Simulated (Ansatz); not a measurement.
InSiH$_{7}$O$_{4}$: geometry relaxation (part 2 of 2)

InSiH$_{7}$O$_{4}$; RKS PBE0-D4/def2-TZVP (Ansatz 0.2.0). The geometry: PBE-D4/def2-SVP start.

Geometry of the input (Å):
```
O  -0.3436  2.3933  1.2593
In -1.0697  0.7606  0.3043
O  -0.1482  -1.0178  0.9797
O  -2.8545  0.4160  -0.5780
O  0.5696  0.1260  -1.0466
Si 1.4043  -1.3095  -0.3682
H  -1.0850  2.9051  1.6368
H  0.2151  -0.9717  1.8844
H  -3.1946  1.2593  -0.9363
H  0.9815  0.4732  -1.8575
H  0.7854  -2.6502  -0.6288
H  2.2944  -1.1759  0.8434
H  2.4656  -1.2434  -1.4777
```

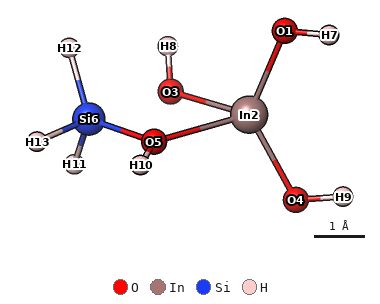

The geometry at step 9 of the log (ball-and-stick view, seen at a tilt; atoms are numbered from 1 in the order of the input).

Trajectory as extended XYZ, continued
```
13
Properties=species:S:1:pos:R:3:forces:R:3 step=4 energy=-21348.32836 accepted=F
O    -0.4386    2.3103    1.3115    0.1158  -0.0670   0.0587
In   -1.0364    0.7342    0.2877    0.4484  -0.3293  -0.1575
O    -0.0895   -1.0109    0.9320   -0.2863   0.2712   0.0071
O    -2.7375    0.4918   -0.6697    0.1396  -0.3479  -0.0381
O     0.6318    0.1472   -1.0193   -0.2630  -0.0857   0.2611
Si    1.3834   -1.2911   -0.3416    0.2041   0.0918  -0.2500
H    -1.1540    2.9357    1.4109   -0.1250   0.2639   0.1000
H     0.2129   -1.0661    1.8398    0.0223   0.0139   0.0555
H    -3.2410    1.2997   -0.6637   -0.3277   0.3416  -0.0444
H     1.0078    0.4388   -1.8510    0.0115  -0.0003  -0.0079
H     0.7584   -2.6058   -0.6099    0.0239  -0.0813  -0.0368
H     2.2895   -1.1501    0.8320    0.0326  -0.0529   0.0321
H     2.4336   -1.2686   -1.4440    0.0038  -0.0179   0.0200
13
Properties=species:S:1:pos:R:3:forces:R:3 step=5 energy=-21348.35318
O    -0.4197    2.3197    1.3008   -0.1185   0.0554   0.0235
In   -1.0288    0.7314    0.2814    0.0331  -0.0267   0.0047
O    -0.1190   -1.0042    0.9484   -0.0130   0.0348   0.0597
O    -2.7536    0.4729   -0.6484   -0.1049   0.2372  -0.0304
O     0.6010    0.1140   -1.0227    0.0171  -0.0013  -0.0341
Si    1.4009   -1.2969   -0.3622   -0.0003   0.0133  -0.0051
H    -1.1272    2.9495    1.4694    0.1036  -0.0647  -0.0196
H     0.2020   -1.0211    1.8531   -0.0151  -0.0113  -0.0247
H    -3.2527    1.2954   -0.7220    0.1099  -0.2282   0.0221
H     0.9941    0.4400   -1.8347   -0.0154   0.0027   0.0001
H     0.7840   -2.6163   -0.6288   -0.0029  -0.0104   0.0050
H     2.2814   -1.1672    0.8313    0.0091  -0.0090   0.0033
H     2.4581   -1.2520   -1.4508   -0.0027   0.0082  -0.0046
13
Properties=species:S:1:pos:R:3:forces:R:3 step=6 energy=-21348.35852
O    -0.4480    2.2767    1.3812   -0.0333   0.0296  -0.0014
In   -1.0223    0.7374    0.2730   -0.0059  -0.0159   0.0306
O    -0.1121   -0.9882    0.9566    0.0014  -0.0011  -0.0405
O    -2.7074    0.5039   -0.7315    0.0081   0.0203  -0.0142
O     0.6005    0.1112   -1.0306   -0.0102   0.0166   0.0240
Si    1.4044   -1.2942   -0.3609   -0.0111  -0.0089  -0.0021
H    -1.1078    2.9718    1.4392    0.0281  -0.0129   0.0007
H     0.1911   -1.0177    1.8659    0.0142   0.0095   0.0113
H    -3.2809    1.2718   -0.6778   -0.0035  -0.0133   0.0051
H     0.9743    0.4302   -1.8541    0.0049  -0.0293   0.0021
H     0.7866   -2.6178   -0.6043   -0.0076  -0.0080   0.0012
H     2.2983   -1.1577    0.8229   -0.0144   0.0077  -0.0115
H     2.4437   -1.2624   -1.4650    0.0293   0.0056  -0.0051
13
Properties=species:S:1:pos:R:3:forces:R:3 step=7 energy=-21348.22015 accepted=F
O    -0.4776    2.3646    1.3597   -0.2255  -0.2030   0.0058
In   -1.0442    0.7059    0.3969   -0.0276   0.5300  -0.5625
O    -0.0897   -1.0208    0.9348   -0.2472  -0.2281   0.8547
O    -2.6400    0.5394   -0.7842   -0.1688   0.3921   0.3219
O     0.5943    0.1143   -0.9624    0.2410  -0.0534  -0.8111
Si    1.3822   -1.3250   -0.3907    0.5530   0.3816   0.0814
H    -1.1645    3.0357    1.4501    0.1335  -0.2448  -0.0740
H     0.2631   -1.0160    1.8305   -0.0221  -0.1707  -0.1033
H    -3.2522    1.2837   -0.6731    0.3118  -0.4018  -0.0636
H     0.8899    0.3151   -1.8589   -0.1682   0.2403   0.2282
H     0.7629   -2.6484   -0.6617    0.0787   0.1063  -0.0750
H     2.2643   -1.1776    0.7911    0.0687  -0.1547   0.2180
H     2.5318   -1.2058   -1.4175   -0.5275  -0.1939  -0.0205
13
Properties=species:S:1:pos:R:3:forces:R:3 step=8 energy=-21348.36009
O    -0.4733    2.2749    1.4044   -0.0290   0.0043   0.0110
In   -1.0229    0.7351    0.2835    0.0271   0.0164  -0.0022
O    -0.1141   -0.9908    0.9687    0.0333   0.0174   0.0218
O    -2.6687    0.5247   -0.7877   -0.0417   0.0374   0.0013
O     0.6218    0.1297   -1.0095   -0.0037  -0.0391  -0.0051
Si    1.3979   -1.3015   -0.3681    0.0206   0.0143   0.0061
H    -1.1167    2.9872    1.4223    0.0215  -0.0205  -0.0045
H     0.2305   -0.9741    1.8649   -0.0256  -0.0087  -0.0151
H    -3.3033    1.2305   -0.6386    0.0311  -0.0412  -0.0095
H     0.9804    0.4218   -1.8495   -0.0091   0.0211  -0.0094
H     0.7554   -2.6105   -0.6250   -0.0159   0.0005  -0.0009
H     2.2897   -1.1876    0.8180    0.0013  -0.0010   0.0047
H     2.4437   -1.2745   -1.4685   -0.0100  -0.0011   0.0016
13
Properties=species:S:1:pos:R:3:forces:R:3 step=9 energy=-21348.36088
O    -0.5070    2.2431    1.4633   -0.0065   0.0155  -0.0059
In   -1.0183    0.7356    0.2830   -0.0250  -0.0037   0.0028
O    -0.0974   -0.9797    0.9746   -0.0285   0.0217   0.0135
O    -2.6476    0.5405   -0.8180    0.0070   0.0097  -0.0043
O     0.6166    0.1256   -1.0157    0.0462  -0.0047  -0.0283
Si    1.4026   -1.2997   -0.3689   -0.0310  -0.0297   0.0313
H    -1.0995    2.9957    1.4032    0.0087  -0.0073   0.0073
H     0.2299   -0.9569    1.8766    0.0198  -0.0212  -0.0014
H    -3.3019    1.2195   -0.6391   -0.0017  -0.0073   0.0015
H     0.9549    0.4174   -1.8648    0.0039  -0.0168   0.0135
H     0.7433   -2.6029   -0.6217    0.0149   0.0118   0.0107
H     2.3011   -1.1837    0.8131   -0.0058   0.0005  -0.0121
H     2.4435   -1.2895   -1.4709   -0.0021   0.0317  -0.0286
13
Properties=species:S:1:pos:R:3:forces:R:3 step=10 energy=-21348.36148
O    -0.4950    2.2540    1.4488   -0.0459   0.0419  -0.0030
In   -1.0164    0.7403    0.2802    0.0005   0.0044  -0.0031
O    -0.1040   -0.9795    0.9739    0.0081   0.0134   0.0022
O    -2.6425    0.5449   -0.8253   -0.0434   0.0518   0.0161
O     0.6208    0.1251   -1.0162   -0.0196   0.0166   0.0065
Si    1.3996   -1.3012   -0.3673   -0.0058  -0.0039   0.0017
H    -1.1071    2.9939    1.4161    0.0431  -0.0474   0.0010
H     0.2293   -0.9629    1.8740   -0.0010  -0.0072  -0.0065
H    -3.3092    1.2086   -0.6289    0.0447  -0.0497  -0.0161
H     0.9654    0.4131   -1.8638    0.0007  -0.0062   0.0075
H     0.7440   -2.6058   -0.6173    0.0104   0.0005   0.0021
H     2.2977   -1.1844    0.8141   -0.0011  -0.0025  -0.0037
H     2.4376   -1.2809   -1.4736    0.0093  -0.0116  -0.0046
13
Properties=species:S:1:pos:R:3:forces:R:3 step=11 energy=-21348.36180
O    -0.5019    2.2489    1.4611   -0.0026  -0.0008   0.0000
In   -1.0166    0.7430    0.2801   -0.0012   0.0061  -0.0046
O    -0.1024   -0.9765    0.9717    0.0026  -0.0004   0.0039
O    -2.6370    0.5532   -0.8344    0.0001   0.0028   0.0006
O     0.6183    0.1256   -1.0168   -0.0014  -0.0008   0.0044
Si    1.3988   -1.3003   -0.3662   -0.0071  -0.0004  -0.0114
H    -1.0989    2.9985    1.4121    0.0020  -0.0015  -0.0008
H     0.2264   -0.9679    1.8733    0.0014  -0.0036  -0.0001
H    -3.3130    1.2017   -0.6258    0.0006  -0.0025  -0.0006
H     0.9627    0.4109   -1.8653   -0.0010  -0.0010  -0.0001
H     0.7493   -2.6089   -0.6112    0.0015   0.0023   0.0022
H     2.3001   -1.1796    0.8117    0.0034   0.0000   0.0067
H     2.4346   -1.2837   -1.4756    0.0017  -0.0004  -0.0003
13
Properties=species:S:1:pos:R:3:forces:R:3 step=12 energy=-21348.36183
O    -0.5047    2.2475    1.4658   -0.0001   0.0005   0.0002
In   -1.0162    0.7446    0.2799    0.0006  -0.0031   0.0025
O    -0.1020   -0.9754    0.9720    0.0019   0.0005   0.0003
O    -2.6336    0.5567   -0.8391    0.0011   0.0006  -0.0007
O     0.6183    0.1260   -1.0164    0.0007   0.0018  -0.0021
Si    1.3988   -1.2999   -0.3665   -0.0026  -0.0019   0.0045
H    -1.0961    3.0011    1.4100    0.0003  -0.0001  -0.0006
H     0.2265   -0.9700    1.8738   -0.0016   0.0007  -0.0018
H    -3.3151    1.1971   -0.6238    0.0002  -0.0004   0.0002
H     0.9607    0.4095   -1.8662   -0.0005   0.0007  -0.0012
H     0.7490   -2.6086   -0.6102    0.0006   0.0001  -0.0004
H     2.3005   -1.1796    0.8117   -0.0001   0.0000  -0.0010
H     2.4343   -1.2840   -1.4762   -0.0004   0.0007  -0.0001
13
Properties=species:S:1:pos:R:3:forces:R:3 step=13 energy=-21348.36183
O    -0.5070    2.2458    1.4700   -0.0064   0.0089  -0.0004
In   -1.0159    0.7446    0.2809   -0.0007   0.0006  -0.0013
O    -0.1014   -0.9751    0.9726   -0.0016  -0.0001  -0.0045
O    -2.6301    0.5590   -0.8431   -0.0089   0.0084   0.0034
O     0.6180    0.1265   -1.0162    0.0021   0.0003  -0.0015
Si    1.3983   -1.2997   -0.3663    0.0006   0.0000   0.0005
H    -1.0938    3.0028    1.4076    0.0065  -0.0088   0.0007
H     0.2266   -0.9701    1.8745    0.0020   0.0003   0.0031
H    -3.3157    1.1938   -0.6228    0.0085  -0.0083  -0.0028
H     0.9588    0.4090   -1.8671   -0.0015  -0.0012   0.0034
H     0.7485   -2.6083   -0.6099    0.0000   0.0001   0.0004
H     2.3010   -1.1793    0.8112   -0.0009  -0.0003  -0.0005
H     2.4331   -1.2839   -1.4765    0.0004   0.0001  -0.0006
13
Properties=species:S:1:pos:R:3:forces:R:3 step=14 energy=-21348.36184
O    -0.5065    2.2462    1.4691   -0.0005   0.0008   0.0000
In   -1.0159    0.7448    0.2804   -0.0004   0.0000  -0.0004
O    -0.1015   -0.9751    0.9722   -0.0004  -0.0003  -0.0002
O    -2.6308    0.5588   -0.8425    0.0002   0.0001   0.0002
O     0.6182    0.1265   -1.0162    0.0003   0.0003  -0.0002
Si    1.3983   -1.2998   -0.3663   -0.0001  -0.0003   0.0013
H    -1.0941    3.0023    1.4081    0.0005  -0.0005   0.0001
H     0.2264   -0.9701    1.8741    0.0004   0.0003   0.0002
H    -3.3158    1.1940   -0.6225   -0.0003  -0.0001   0.0000
H     0.9593    0.4089   -1.8670   -0.0003   0.0002   0.0001
H     0.7486   -2.6084   -0.6098    0.0003  -0.0001  -0.0004
H     2.3007   -1.1794    0.8114    0.0001  -0.0002  -0.0005
H     2.4333   -1.2839   -1.4764    0.0002  -0.0002  -0.0001
```

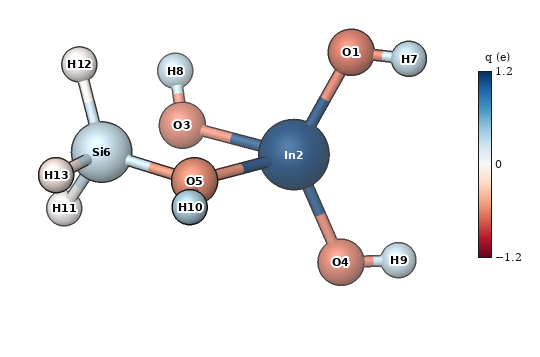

Mulliken charges, as the colour of each atom (ball-and-stick view, seen at a tilt; atoms are numbered from 1 in the order of the input; Mulliken charges depend strongly on the basis). By element: O −0.66 to −0.57, In +1.13, Si +0.30 and H −0.11 to +0.35 e.

Results in brief

```json
{"quantity": "outcome", "value": "converged"}
{"quantity": "total energy", "value": "−21348.3619 eV"}
{"quantity": "mean-field energy", "value": "−21348.1092 eV"}
{"quantity": "dispersion energy", "value": "−0.2527 eV"}
{"quantity": "SCF solution under orbital rotations", "value": "stable"}
{"quantity": "largest force (length of the vector) at the end", "value": "0.001 eV/Å"}
{"quantity": "dipole moment", "value": "2.86 D"}
{"quantity": "hardware", "value": "4 threads of Intel Xeon @ 2.70GHz, 180 GiB of memory available, shared host"}
{"quantity": "wall time", "value": "1.9 min (CPU time 6.9 min)"}
{"quantity": "peak memory", "value": "0.9 GiB"}
```
